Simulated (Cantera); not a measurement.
A closed system holds: 1 mol CaCO₃, 0.65 mol O₂, 1.2 mol CO₂, at 10000 Pa.

These are equilibrium values from Cantera (NASA tables, ideal gas, pure condensed phases), not measurements of a reactor. Candidate condensed phases: C, Ca, CaCO₃, CaO; 15 gas species. Equilibrium is a limit: real reactors are often held back by kinetics, nucleation or transport.

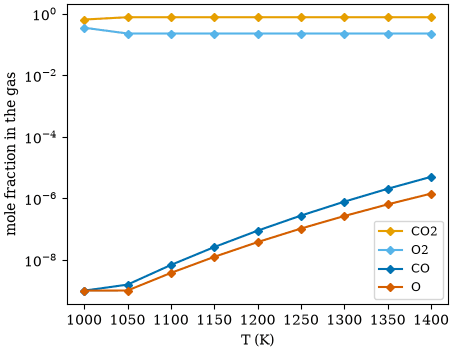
Equilibrium gas composition (values under 1e-9 drawn at 1e-9)

Q: Read off the mole fractions at 1350 K.

A: CO₂ about 0.77, O₂ about 0.23, CO about 2.1e-6, O about 6.4e-7.
